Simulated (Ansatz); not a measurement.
**F₃GeHO···PH₃: density, localisation and related maps**

```xyz
10

Ge   -0.2355    0.3003    0.0106
O    -0.2181    0.4303    1.7636
H    -0.8102   -0.2418    2.1558
F     1.3709    0.3135   -0.6244
F    -1.0481    1.6380   -0.7211
F    -1.0485   -1.1440   -0.5034
P     1.8468   -2.9928    1.2729
H     0.5867   -3.0745    0.5780
H     2.3658   -2.0524    0.3135
H     1.3718   -1.9308    2.1280
```

The calculation used RKS PBE/def2-SVP (Ansatz).

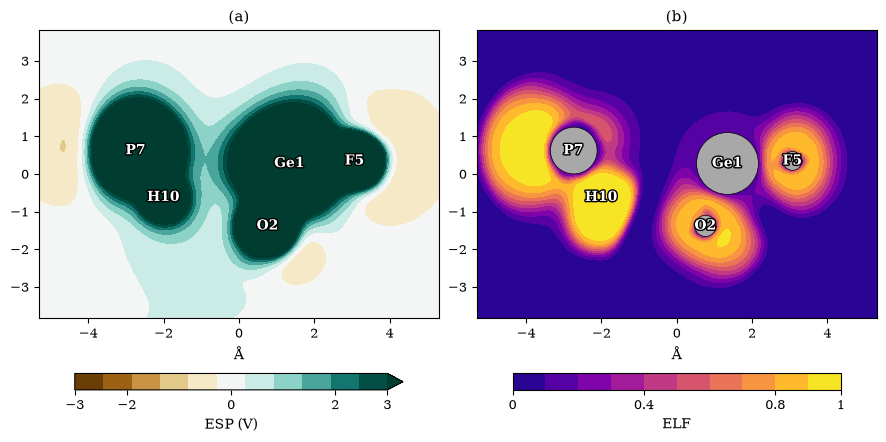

Figure 1. (a) molecular electrostatic potential; (b) electron localisation function on the plane of atoms O2, Ge1 and F5. Grey discs cover the atomic cores in the ELF map.

Question: Describe what can be read from this map.

Answer: Atoms in the plane: Ge, O, F, P and H. Ge1···P7 (4.10 Å): the ELF dips to about 0 between them (a non-bonded, intermolecular contact). Ge–F (1.73 Å): the ELF peaks at about 0.80 in the valence shell of F, 0.5 Å from its nucleus, and is about 0.25 at the midpoint. Ge–O (1.76 Å): the ELF peaks at about 0.80 in the valence shell of O, 0.6 Å from its nucleus, and is about 0.35 at the midpoint. P–H (1.44 Å): the ELF climbs to about 1 towards the hydrogen, as it does in any bond to H. The ELF also peaks beside O2, F5 and P7, away from the bonds: lone-pair regions. Outside the dense part of the complex the potential is most negative (−0.8 V) near P7.

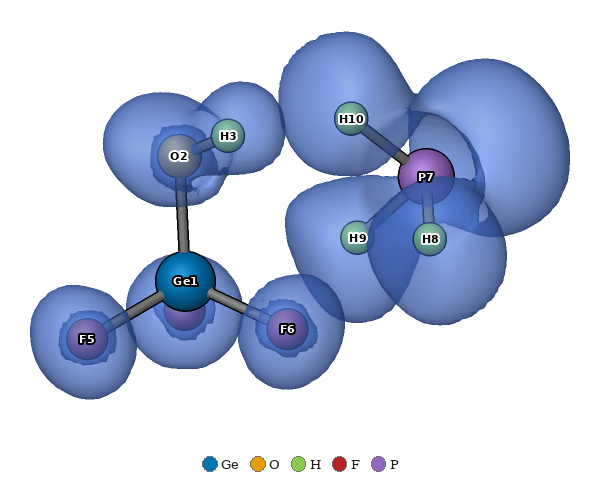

Figure 2. Isosurface of the electron localisation function at 0.75 (blue), seen at an oblique angle. Core shells and regions of very low density are left out.

Question: Where are the electrons localised?

Answer: The ELF exceeds this value in three regions wrapped around F (the valence shell of each), one joined region spread over several atoms (H, O), in which their bonds and any lone pairs are merged and one joined region spread over several atoms (H, P), in which their bonds and any lone pairs are merged.

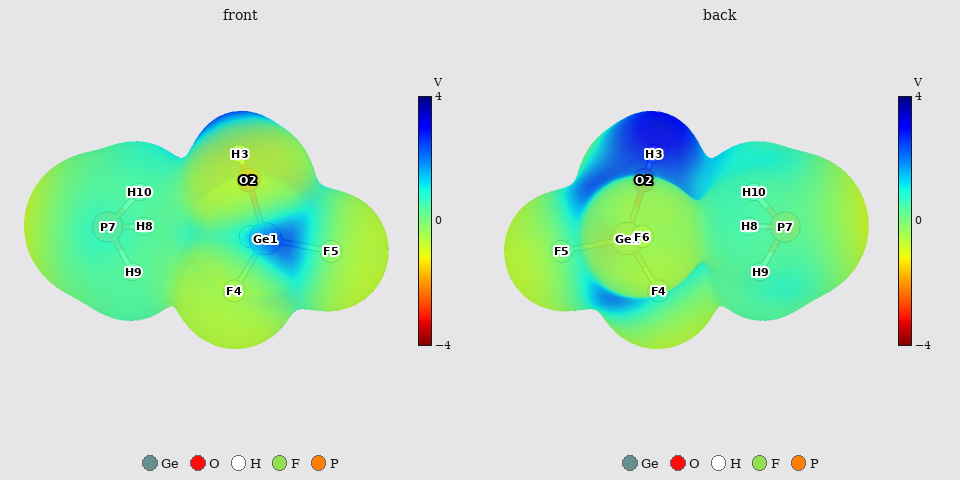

Figure 3. The molecular electrostatic potential painted on the density surface at 0.002 e/bohr³, seen from the front and from behind; red is negative and blue positive.

Question: Describe the electrostatic potential map.

Answer: The most negative region (about −0.7 V) lies over O2 and P7, the most positive (about +3.2 V) over H3.

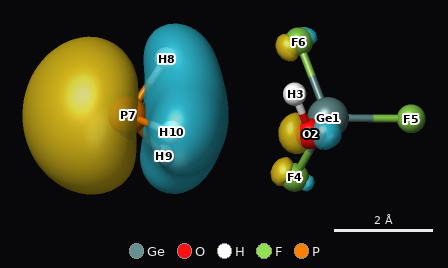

Figure 4. One frontier orbital at ±0.08 Å⁻³ᐟ² (yellow and cyan are the two phases), seen from one side.

Question: Which orbital is it: HOMO or LUMO?

Answer: The HOMO, at −6.78 eV. Its weight (Hirshfeld) is mainly on P7 (about 80 %) and H9 (about 5 %); largely a lone pair of P7.
